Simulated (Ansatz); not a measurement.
# AlNH (quartet): B2PLYP, RPA-PBE over a scan of the scale of all distances, 6-31G

How well do these functionals follow the top wave-function level for AlNH (quartet) over a scan of the scale of all distances?

The runs use Ansatz 0.2.0, Gaussian basis; 6-31G, all electrons in the functionals, frozen cores in the correlation of double hybrids and RPA.

Plan: B2PLYP, RPA-PBE, at 0.885; 1.000; 1.113; 1.320; 1.514; 1.723; 2.035; 2.436.

17 further runs of the same task are left out: 1 for a mislabelled method, 1 for a known fault of the program, 11 that didn't finish, 4 set aside as unsound or not needed.

**1. The system**

The geometry derives from a PBE0/def2-TZVP stationary point (not a proven minimum). All distances are scaled together.

3 atoms, charge 0, spin multiplicity 4.

Atoms are counted from 1 here; the program's logs count them from 0.

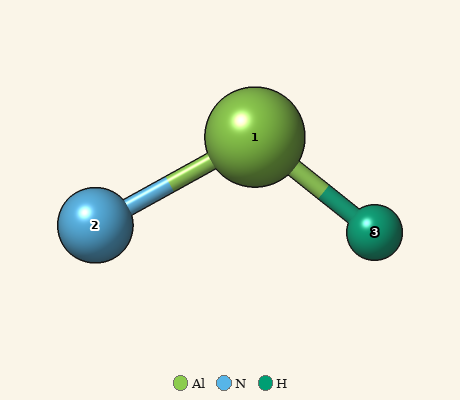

The geometry (aluminium green, nitrogen blue, hydrogen teal); atoms are numbered from 1 in the order of the file.

Coordinates:

```tsv
atom	x (Å)	y (Å)	z (Å)
Al1	0.0000	-0.1047	0.6174
N2	0.0000	0.1075	-1.2897
H3	0.0000	1.3076	1.3949
```

No dispersion term is added.

The geometry shown and the zero of energy belong to the point 1.000. The yardstick, FCI, and other wave-function levels (R restricted, U unrestricted, valence and pair active spaces) come from earlier runs.

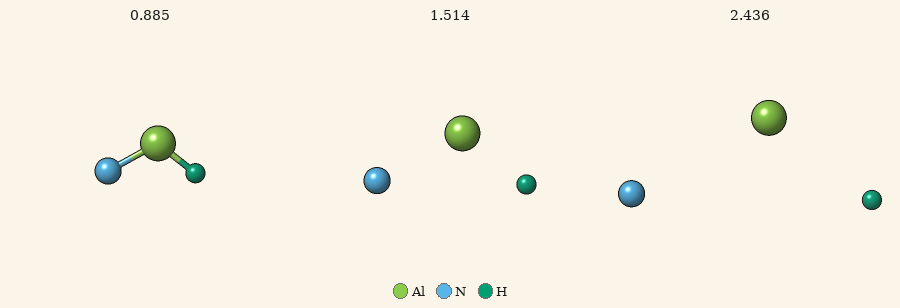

Three points of the scan; sticks are drawn by distance.

**2. B2PLYP, 0.885**

File in.yaml:

```yaml
crystal:
  periodic: [false, false, false]
  atoms:
    - {symbol: Al, position_ang: [0.000000, -0.092628, 0.546421]}
    - {symbol: N, position_ang: [0.000000, 0.095158, -1.141423]}
    - {symbol: H, position_ang: [0.000000, 1.157201, 1.234491]}
basis:
  gaussian: {orbitals: 6-31G}
magnetization: {spin_polarized: true, initial_magnetization: 3}
hamiltonian: {xc: {name: B2PLYP}}
correlation: {electrons: outside_noble_gas}
```

The run is started by

```console
$ ansatz run in.yaml --threads 1 --pin off --events-out ev --progress --plain --max-ram 2393MiB
```

What it wrote:

```text
Functional definition: B2PLYP
  name "B2PLYP"
  cite "Grimme, J. Chem. Phys. 124, 034108 (2006) doi:10.1063/1.2148954"
  cite "Becke, Phys. Rev. A 38, 3098 (1988) doi:10.1103/PhysRevA.38.3098"
  cite "Lee, Yang & Parr, Phys. Rev. B 37, 785 (1988) doi:10.1103/PhysRevB.37.785"
  parameter a = 0.53
  parameter c = 0.27
  exchange = (1 - a)*b88_x + a*exact_x
  correlation = (1 - c)*lyp_c + c*(mp2_os + mp2_ss)
303 factors; integrals over basis functions are off by at most 1.3e-4 eV
mean field evaluation 1: about -8089.1093 eV, gradient 1.2e1 eV
mean field evaluation 2: about -8089.1401 eV, gradient 1.2e1 eV
mean field evaluation 4: about -8090.0875 eV, gradient 9.7e-1 eV
mean field evaluation 8: about -8090.1099 eV, gradient 1.1e-1 eV
mean field evaluation 16: about -8090.1123 eV, gradient 1.1e-3 eV
mean field evaluation 32: about -8089.5100 eV, gradient 2.5e0 eV
mean field -8090.11228507 eV, -297.3061428011 hartree, gradient 2.1e-6 eV, S^2 3.756796; 4 other end points of the search recorded, 0 dependent functions left out
6 core orbitals not correlated: weight in the atoms' cores, before any rotation towards them, 1.000 or more for the frozen orbitals, at most 0.000 for the correlated occupied ones
reference -8090.11240812 eV, -297.3061473231 hartree; 6, 3 occupied and 12, 15 virtual orbitals, 303 factors
second order -2.66322267 eV of doubles, -0.00000000 eV of singles
Total energy: -8090.83147824 eV, -297.3325726627 hartree
```

Run time: 1.4 s. Hardware: 1 thread of Arm Neoverse V1, shared host.

From the report: ⟨S²⟩ of the determinant 3.757 (pure quartet: 3.75).

**3. B2PLYP, 1.000**

File in.yaml:

```yaml
crystal:
  periodic: [false, false, false]
  atoms:
    - {symbol: Al, position_ang: [0.000000, -0.104664, 0.617425]}
    - {symbol: N, position_ang: [0.000000, 0.107524, -1.289743]}
    - {symbol: H, position_ang: [0.000000, 1.307572, 1.394905]}
basis:
  gaussian: {orbitals: 6-31G}
magnetization: {spin_polarized: true, initial_magnetization: 3}
hamiltonian: {xc: {name: B2PLYP}}
correlation: {electrons: outside_noble_gas}
```

Same command.

What it wrote:

```text
Functional definition: B2PLYP
  name "B2PLYP"
  cite "Grimme, J. Chem. Phys. 124, 034108 (2006) doi:10.1063/1.2148954"
  cite "Becke, Phys. Rev. A 38, 3098 (1988) doi:10.1103/PhysRevA.38.3098"
  cite "Lee, Yang & Parr, Phys. Rev. B 37, 785 (1988) doi:10.1103/PhysRevB.37.785"
  parameter a = 0.53
  parameter c = 0.27
  exchange = (1 - a)*b88_x + a*exact_x
  correlation = (1 - c)*lyp_c + c*(mp2_os + mp2_ss)
302 factors; integrals over basis functions are off by at most 1.5e-4 eV
mean field evaluation 1: about -8090.2960 eV, gradient 1.1e1 eV
mean field evaluation 2: about -8090.3209 eV, gradient 1.1e1 eV
mean field evaluation 4: about -8091.2207 eV, gradient 1.0e0 eV
mean field evaluation 8: about -8091.2454 eV, gradient 8.9e-2 eV
mean field evaluation 16: about -8091.2464 eV, gradient 3.4e-4 eV
mean field evaluation 32: about -8090.4648 eV, gradient 2.6e0 eV
mean field -8091.24639360 eV, -297.3478205210 hartree, gradient 4.9e-6 eV, S^2 3.763529; 4 other end points of the search recorded, 0 dependent functions left out
6 core orbitals not correlated: weight in the atoms' cores, before any rotation towards them, 1.000 or more for the frozen orbitals, at most 0.000 for the correlated occupied ones
reference -8091.24651631 eV, -297.3478250306 hartree; 6, 3 occupied and 12, 15 virtual orbitals, 302 factors
second order -2.77860746 eV of doubles, -0.00000000 eV of singles
Total energy: -8091.99674033 eV, -297.3753952546 hartree
```

Wall time 1.2 s (1 thread of Arm Neoverse V1, shared host).

From the report: ⟨S²⟩ of the determinant 3.764 (pure quartet: 3.75).

**4. B2PLYP, 1.113**

File in.yaml:

```yaml
crystal:
  periodic: [false, false, false]
  atoms:
    - {symbol: Al, position_ang: [0.000000, -0.116491, 0.687194]}
    - {symbol: N, position_ang: [0.000000, 0.119674, -1.435484]}
    - {symbol: H, position_ang: [0.000000, 1.455327, 1.552529]}
basis:
  gaussian: {orbitals: 6-31G}
magnetization: {spin_polarized: true, initial_magnetization: 3}
hamiltonian: {xc: {name: B2PLYP}}
correlation: {electrons: outside_noble_gas}
```

Launched as before.

What it wrote:

```text
Functional definition: B2PLYP
  name "B2PLYP"
  cite "Grimme, J. Chem. Phys. 124, 034108 (2006) doi:10.1063/1.2148954"
  cite "Becke, Phys. Rev. A 38, 3098 (1988) doi:10.1103/PhysRevA.38.3098"
  cite "Lee, Yang & Parr, Phys. Rev. B 37, 785 (1988) doi:10.1103/PhysRevB.37.785"
  parameter a = 0.53
  parameter c = 0.27
  exchange = (1 - a)*b88_x + a*exact_x
  correlation = (1 - c)*lyp_c + c*(mp2_os + mp2_ss)
302 factors; integrals over basis functions are off by at most 1.5e-4 eV
mean field evaluation 1: about -8090.1059 eV, gradient 1.1e1 eV
mean field evaluation 2: about -8090.1282 eV, gradient 1.1e1 eV
mean field evaluation 4: about -8091.1221 eV, gradient 1.1e0 eV
mean field evaluation 8: about -8091.1565 eV, gradient 9.1e-2 eV
mean field evaluation 16: about -8091.1570 eV, gradient 5.1e-4 eV
mean field -8091.15701995 eV, -297.3445360998 hartree, gradient 3.4e-6 eV, S^2 3.788682; 2 other end points of the search recorded, 0 dependent functions left out
6 core orbitals not correlated: weight in the atoms' cores, before any rotation towards them, 1.000 or more for the frozen orbitals, at most 0.000 for the correlated occupied ones
reference -8091.15714704 eV, -297.3445407705 hartree; 6, 3 occupied and 12, 15 virtual orbitals, 302 factors
second order -2.83811127 eV of doubles, -0.00000000 eV of singles
Total energy: -8091.92343709 eV, -297.3727014102 hartree
```

Wall time 1.1 s (1 thread of Arm Neoverse V1, shared host).

From the report: ⟨S²⟩ of the determinant 3.789 (pure quartet: 3.75).

From 1.000: +7.1 kJ/mol.

**5. B2PLYP, 1.320**

File in.yaml:

```yaml
crystal:
  periodic: [false, false, false]
  atoms:
    - {symbol: Al, position_ang: [0.000000, -0.138157, 0.815001]}
    - {symbol: N, position_ang: [0.000000, 0.141931, -1.702461]}
    - {symbol: H, position_ang: [0.000000, 1.725995, 1.841274]}
basis:
  gaussian: {orbitals: 6-31G}
magnetization: {spin_polarized: true, initial_magnetization: 3}
hamiltonian: {xc: {name: B2PLYP}}
correlation: {electrons: outside_noble_gas}
```

Same command.

What it wrote:

```text
Functional definition: B2PLYP
  name "B2PLYP"
  cite "Grimme, J. Chem. Phys. 124, 034108 (2006) doi:10.1063/1.2148954"
  cite "Becke, Phys. Rev. A 38, 3098 (1988) doi:10.1103/PhysRevA.38.3098"
  cite "Lee, Yang & Parr, Phys. Rev. B 37, 785 (1988) doi:10.1103/PhysRevB.37.785"
  parameter a = 0.53
  parameter c = 0.27
  exchange = (1 - a)*b88_x + a*exact_x
  correlation = (1 - c)*lyp_c + c*(mp2_os + mp2_ss)
302 factors; integrals over basis functions are off by at most 1.6e-4 eV
mean field evaluation 1: about -8088.8358 eV, gradient 1.1e1 eV
mean field evaluation 2: about -8088.8563 eV, gradient 1.1e1 eV
mean field evaluation 4: about -8090.1897 eV, gradient 1.6e0 eV
mean field evaluation 8: about -8090.3009 eV, gradient 2.2e-1 eV
mean field evaluation 16: about -8090.3050 eV, gradient 2.2e-3 eV
mean field evaluation 32: about -8090.3050 eV, gradient 8.3e-6 eV
mean field -8090.30498044 eV, -297.3132242254 hartree, gradient 8.3e-6 eV, S^2 3.838265; 2 other end points of the search recorded, 0 dependent functions left out
6 core orbitals not correlated: weight in the atoms' cores, before any rotation towards them, 1.000 or more for the frozen orbitals, at most 0.000 for the correlated occupied ones
reference -8090.30510912 eV, -297.3132289542 hartree; 6, 3 occupied and 12, 15 virtual orbitals, 302 factors
second order -2.51225666 eV of doubles, -0.00000000 eV of singles
Total energy: -8090.98341841 eV, -297.3381563612 hartree
```

Wall time 1.1 s (1 thread of Arm Neoverse V1, shared host).

From the report: ⟨S²⟩ of the determinant 3.838 (pure quartet: 3.75).

From 1.000: +97.8 kJ/mol.

**6. B2PLYP, 1.514**

File in.yaml:

```yaml
crystal:
  periodic: [false, false, false]
  atoms:
    - {symbol: Al, position_ang: [0.000000, -0.158462, 0.934781]}
    - {symbol: N, position_ang: [0.000000, 0.162791, -1.952671]}
    - {symbol: H, position_ang: [0.000000, 1.979663, 2.111886]}
basis:
  gaussian: {orbitals: 6-31G}
magnetization: {spin_polarized: true, initial_magnetization: 3}
hamiltonian: {xc: {name: B2PLYP}}
correlation: {electrons: outside_noble_gas}
```

Same command.

What it wrote:

```text
Functional definition: B2PLYP
  name "B2PLYP"
  cite "Grimme, J. Chem. Phys. 124, 034108 (2006) doi:10.1063/1.2148954"
  cite "Becke, Phys. Rev. A 38, 3098 (1988) doi:10.1103/PhysRevA.38.3098"
  cite "Lee, Yang & Parr, Phys. Rev. B 37, 785 (1988) doi:10.1103/PhysRevB.37.785"
  parameter a = 0.53
  parameter c = 0.27
  exchange = (1 - a)*b88_x + a*exact_x
  correlation = (1 - c)*lyp_c + c*(mp2_os + mp2_ss)
302 factors; integrals over basis functions are off by at most 1.8e-4 eV
mean field evaluation 1: about -8087.8116 eV, gradient 1.1e1 eV
mean field evaluation 2: about -8087.8300 eV, gradient 1.1e1 eV
mean field evaluation 4: about -8089.4718 eV, gradient 2.0e0 eV
mean field evaluation 8: about -8089.5955 eV, gradient 1.6e-1 eV
mean field evaluation 16: about -8089.5995 eV, gradient 1.4e-2 eV
mean field evaluation 32: about -8089.5462 eV, gradient 5.1e-1 eV
mean field -8089.59952721 eV, -297.2872992973 hartree, gradient 3.4e-6 eV, S^2 3.817133; 6 other end points of the search recorded, 0 dependent functions left out
6 core orbitals not correlated: weight in the atoms' cores, before any rotation towards them, 1.000 or more for the frozen orbitals, at most 0.000 for the correlated occupied ones
reference -8089.59965756 eV, -297.2873040877 hartree; 6, 3 occupied and 12, 15 virtual orbitals, 302 factors
second order -2.37317251 eV of doubles, -0.00000000 eV of singles
Total energy: -8090.24041414 eV, -297.3108514577 hartree
```

Wall time 1.8 s (1 thread of Arm Neoverse V1, shared host).

From the report: ⟨S²⟩ of the determinant 3.817 (pure quartet: 3.75).

From 1.000: +169.5 kJ/mol.

**7. B2PLYP, 1.723**

File in.yaml:

```yaml
crystal:
  periodic: [false, false, false]
  atoms:
    - {symbol: Al, position_ang: [0.000000, -0.180337, 1.063823]}
    - {symbol: N, position_ang: [0.000000, 0.185263, -2.222228]}
    - {symbol: H, position_ang: [0.000000, 2.252946, 2.403421]}
basis:
  gaussian: {orbitals: 6-31G}
magnetization: {spin_polarized: true, initial_magnetization: 3}
hamiltonian: {xc: {name: B2PLYP}}
correlation: {electrons: outside_noble_gas}
```

Same command.

What it wrote:

```text
Functional definition: B2PLYP
  name "B2PLYP"
  cite "Grimme, J. Chem. Phys. 124, 034108 (2006) doi:10.1063/1.2148954"
  cite "Becke, Phys. Rev. A 38, 3098 (1988) doi:10.1103/PhysRevA.38.3098"
  cite "Lee, Yang & Parr, Phys. Rev. B 37, 785 (1988) doi:10.1103/PhysRevB.37.785"
  parameter a = 0.53
  parameter c = 0.27
  exchange = (1 - a)*b88_x + a*exact_x
  correlation = (1 - c)*lyp_c + c*(mp2_os + mp2_ss)
302 factors; integrals over basis functions are off by at most 2.6e-4 eV
mean field evaluation 1: about -8087.0555 eV, gradient 9.8e0 eV
mean field evaluation 2: about -8087.0727 eV, gradient 9.7e0 eV
mean field evaluation 4: about -8088.8906 eV, gradient 1.8e0 eV
mean field evaluation 8: about -8088.9802 eV, gradient 3.4e-1 eV
mean field evaluation 16: about -8089.0029 eV, gradient 9.1e-3 eV
mean field evaluation 32: about -8085.3634 eV, gradient 6.2e0 eV
mean field evaluation 64: about -8088.9506 eV, gradient 3.1e-1 eV
mean field -8089.00295334 eV, -297.2653756121 hartree, gradient 3.1e-6 eV, S^2 4.069706; 9 other end points of the search recorded, 0 dependent functions left out
6 core orbitals not correlated: weight in the atoms' cores, before any rotation towards them, 1.000 or more for the frozen orbitals, at most 0.000 for the correlated occupied ones
reference -8089.00308862 eV, -297.2653805836 hartree; 6, 3 occupied and 12, 15 virtual orbitals, 302 factors
second order -2.05726804 eV of doubles, -0.00000000 eV of singles
Total energy: -8089.55855099 eV, -297.2857934493 hartree
```

Wall time 2.4 s (1 thread of Arm Neoverse V1, shared host).

From the report: ⟨S²⟩ of the determinant 4.070 (pure quartet: 3.75).

From 1.000: +235.2 kJ/mol.

**8. B2PLYP, 2.035**

File in.yaml:

```yaml
crystal:
  periodic: [false, false, false]
  atoms:
    - {symbol: Al, position_ang: [0.000000, -0.212992, 1.256459]}
    - {symbol: N, position_ang: [0.000000, 0.218811, -2.624628]}
    - {symbol: H, position_ang: [0.000000, 2.660908, 2.838631]}
basis:
  gaussian: {orbitals: 6-31G}
magnetization: {spin_polarized: true, initial_magnetization: 3}
hamiltonian: {xc: {name: B2PLYP}}
correlation: {electrons: outside_noble_gas}
```

Same command.

What it wrote:

```text
Functional definition: B2PLYP
  name "B2PLYP"
  cite "Grimme, J. Chem. Phys. 124, 034108 (2006) doi:10.1063/1.2148954"
  cite "Becke, Phys. Rev. A 38, 3098 (1988) doi:10.1103/PhysRevA.38.3098"
  cite "Lee, Yang & Parr, Phys. Rev. B 37, 785 (1988) doi:10.1103/PhysRevB.37.785"
  parameter a = 0.53
  parameter c = 0.27
  exchange = (1 - a)*b88_x + a*exact_x
  correlation = (1 - c)*lyp_c + c*(mp2_os + mp2_ss)
303 factors; integrals over basis functions are off by at most 2.1e-4 eV
mean field evaluation 1: about -8085.9861 eV, gradient 9.0e0 eV
mean field evaluation 2: about -8086.0027 eV, gradient 9.0e0 eV
mean field evaluation 4: about -8088.0604 eV, gradient 2.2e0 eV
mean field evaluation 8: about -8088.4822 eV, gradient 5.8e-1 eV
mean field evaluation 16: about -8088.4987 eV, gradient 1.7e-2 eV
mean field evaluation 32: about -8088.3345 eV, gradient 3.7e0 eV
mean field evaluation 64: about -8088.4977 eV, gradient 3.8e-2 eV
mean field evaluation 96: about -8088.4739 eV, gradient 4.1e-1 eV
mean field evaluation 128: about -8087.4877 eV, gradient 4.9e0 eV
mean field -8088.49892588 eV, -297.2468529445 hartree, gradient 1.8e-6 eV, S^2 4.438931; 10 other end points of the search recorded, 0 dependent functions left out
6 core orbitals not correlated: weight in the atoms' cores, before any rotation towards them, 1.000 or more for the frozen orbitals, at most 0.000 for the correlated occupied ones
reference -8088.49906931 eV, -297.2468582157 hartree; 6, 3 occupied and 12, 15 virtual orbitals, 303 factors
second order -1.71211559 eV of doubles, -0.00000000 eV of singles
Total energy: -8088.96134052 eV, -297.2638463693 hartree
```

Wall time 3.6 s (1 thread of Arm Neoverse V1, shared host).

From the report: ⟨S²⟩ of the determinant 4.439 (pure quartet: 3.75). The determinant is far from a pure spin state, so its energy mixes those of several spin states (harmless only where they are near-degenerate, as at dissociation).

From 1.000: +292.9 kJ/mol.

**9. B2PLYP, 2.436**

File in.yaml:

```yaml
crystal:
  periodic: [false, false, false]
  atoms:
    - {symbol: Al, position_ang: [0.000000, -0.254962, 1.504047]}
    - {symbol: N, position_ang: [0.000000, 0.261928, -3.141815]}
    - {symbol: H, position_ang: [0.000000, 3.185245, 3.397988]}
basis:
  gaussian: {orbitals: 6-31G}
magnetization: {spin_polarized: true, initial_magnetization: 3}
hamiltonian: {xc: {name: B2PLYP}}
correlation: {electrons: outside_noble_gas}
```

Launched as before.

What it wrote:

```text
Functional definition: B2PLYP
  name "B2PLYP"
  cite "Grimme, J. Chem. Phys. 124, 034108 (2006) doi:10.1063/1.2148954"
  cite "Becke, Phys. Rev. A 38, 3098 (1988) doi:10.1103/PhysRevA.38.3098"
  cite "Lee, Yang & Parr, Phys. Rev. B 37, 785 (1988) doi:10.1103/PhysRevB.37.785"
  parameter a = 0.53
  parameter c = 0.27
  exchange = (1 - a)*b88_x + a*exact_x
  correlation = (1 - c)*lyp_c + c*(mp2_os + mp2_ss)
303 factors; integrals over basis functions are off by at most 3.0e-4 eV
mean field evaluation 1: about -8084.5193 eV, gradient 9.6e0 eV
mean field evaluation 2: about -8084.5357 eV, gradient 9.6e0 eV
mean field evaluation 4: about -8084.6247 eV, gradient 8.7e0 eV
mean field evaluation 8: about -8085.7396 eV, gradient 6.5e0 eV
mean field evaluation 16: about -8088.2225 eV, gradient 4.7e-3 eV
mean field evaluation 32: about -8088.2225 eV, gradient 8.5e-3 eV
mean field evaluation 64: about -8088.2291 eV, gradient 9.2e-3 eV
mean field evaluation 96: about -8088.2225 eV, gradient 1.2e-5 eV
mean field evaluation 128: about -8088.2225 eV, gradient 2.2e-2 eV
mean field evaluation 160: about -8088.1705 eV, gradient 2.0e0 eV
mean field -8088.22927868 eV, -297.2369435927 hartree, gradient 1.5e-6 eV, S^2 4.655825; 10 other end points of the search recorded, 0 dependent functions left out
6 core orbitals not correlated: weight in the atoms' cores, before any rotation towards them, 1.000 or more for the frozen orbitals, at most 0.000 for the correlated occupied ones
reference -8088.22943135 eV, -297.2369492032 hartree; 6, 3 occupied and 12, 15 virtual orbitals, 303 factors
second order -1.55580377 eV of doubles, -0.00000000 eV of singles
Total energy: -8088.64949837 eV, -297.2523863814 hartree
```

It took 4.5 s on 1 thread of Arm Neoverse V1, shared host.

From the report: ⟨S²⟩ of the determinant 4.656 (pure quartet: 3.75). The determinant is far from a pure spin state, so its energy mixes those of several spin states (harmless only where they are near-degenerate, as at dissociation).

From 1.000: +323.0 kJ/mol.

**10. RPA-PBE, 0.885**

File in.yaml:

```yaml
crystal:
  periodic: [false, false, false]
  atoms:
    - {symbol: Al, position_ang: [0.000000, -0.092628, 0.546421]}
    - {symbol: N, position_ang: [0.000000, 0.095158, -1.141423]}
    - {symbol: H, position_ang: [0.000000, 1.157201, 1.234491]}
basis:
  gaussian: {orbitals: 6-31G}
magnetization: {spin_polarized: true, initial_magnetization: 3}
hamiltonian: {xc: {name: PBE}}
correlation: {method: rpa, electrons: outside_noble_gas}
```

Launched as before.

What it wrote:

```text
Functional definition: PBE
  name "PBE"
  cite "Perdew, Burke & Ernzerhof, Phys. Rev. Lett. 77, 3865 (1996) doi:10.1103/PhysRevLett.77.3865"
  parent pbe
  parameter kappa = 0.804
  parameter beta = 0.06672455060314922
  exchange = pbe_x(kappa = kappa, mu = beta*pi^2/3)
  correlation = pbe_c(beta = beta)
303 factors; integrals over basis functions are off by at most 1.3e-4 eV
mean field evaluation 1: about -8087.9918 eV, gradient 2.1e1 eV
mean field evaluation 2: about -8087.9886 eV, gradient 2.1e1 eV
mean field evaluation 4: about -8090.1057 eV, gradient 5.9e0 eV
mean field evaluation 8: about -8090.4759 eV, gradient 8.3e-2 eV
mean field evaluation 16: about -8090.4759 eV, gradient 7.6e-6 eV
mean field evaluation 32: about -8090.4759 eV, gradient 1.1e-2 eV
mean field evaluation 64: about -8090.4744 eV, gradient 1.2e-1 eV
mean field -8090.47594422 eV, -297.3195070287 hartree, gradient 4.3e-7 eV, S^2 3.752371; 8 other end points of the search recorded, 0 dependent functions left out
6 core orbitals not correlated: weight in the atoms' cores, before any rotation towards them, 1.000 or more for the frozen orbitals, at most 0.000 for the correlated occupied ones
reference -8074.71543030 eV, -296.7403188250 hartree; 6, 3 occupied and 12, 15 virtual orbitals, 303 factors
Total energy: -8079.65337812 eV, -296.9217850601 hartree
```

Run time: 2.2 s. Hardware: 1 thread of Arm Neoverse V1, shared host.

From the report: ⟨S²⟩ of the determinant 3.752 (pure quartet: 3.75).

(Part 1 of 2 ends here.)
